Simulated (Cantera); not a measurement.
A closed system holds: 1 mol CH₃Cl, 2.3 mol HCl, 0.56 mol CH₄, held at 133 Pa.

Method: chemical equilibrium by Gibbs-energy minimisation in Cantera with the NASA 1993 tables (ideal gas, pure condensed phases). Candidate condensed phases: C, C₆H₆, C₇H₈, C₈H₁₈; 103 gas species. Ions and electrons are included (thermal ionisation). The tables' values for CCl are old estimates; treat these amounts as uncertain. The numbers say what is thermodynamically allowed, not how fast it happens.

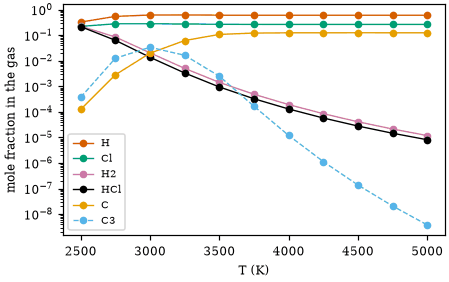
Figure. Equilibrium gas composition (values under 1e-9 drawn at 1e-9)

Read off the mole fractions at 4500 K.

H about 0.61, Cl about 0.27, C about 0.13, H₂ about 4.1e-5, HCl about 2.8e-5, C₃ about 1.4e-7.
